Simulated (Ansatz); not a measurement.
**Effect of Se → Os on HgSe**

The reference is HgSe in the zinc blende structure (space group F-43m, No. 216; a = 6.133 Å).

It is then changed as follows: every Se is replaced by Os, then cell and atoms are relaxed.

Calculations: PBEsol (Ansatz, a quantum-chemistry and plane-wave program), no spin-orbit coupling, earlier PAW set. Settings: 14×14×14 k-points, 0.05 eV Fermi–Dirac smearing, for the changed cell.

```
quantity                                  base          changed        shift
-----------------------------  ---------------  ---------------  -----------
volume per atom                       28.84 Å³         25.81 Å³     -3.03 Å³
density                             8.05 g/cm³      12.57 g/cm³  +4.52 g/cm³
lattice parameter a                    6.133 Å          5.911 Å     -0.222 Å
space group                    F-43m (No. 216)  F-43m (No. 216)            –
shortest interatomic distance          2.656 Å          2.559 Å    -0.0963 Å
band gap                                  zero             zero            –
```

Final structure:

```
HgOs
1.0
    0.00000     2.95538     2.95538
    2.95538     0.00000     2.95538
    2.95538     2.95538     0.00000
Os Hg
1 1
Direct
  0.75000   0.75000   0.75000
  0.00000   0.00000   0.00000
```

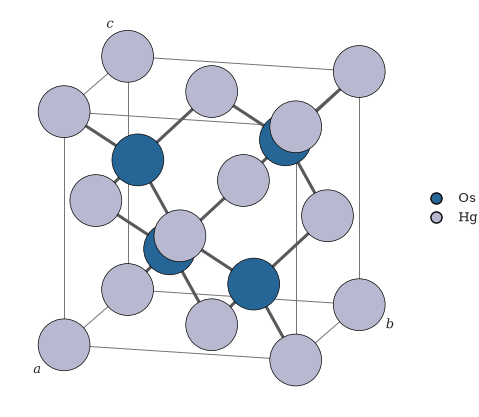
The relaxed conventional cell after the change

Cost of the whole job for the changed cell (relaxation, final SCF and bands): roughly 60 core-seconds.

With Hg and Os present, leaving out spin-orbit coupling can change the band edges. Whether these cells are dynamically stable was not tested. As relaxed here, HgOs is a hypothetical phase, not in the database extracts checked. All final runs are without spin polarisation. HgOs has a high density of states at the Fermi level and may be magnetic at this level. The zero or small gap of HgSe can change with the level of theory.
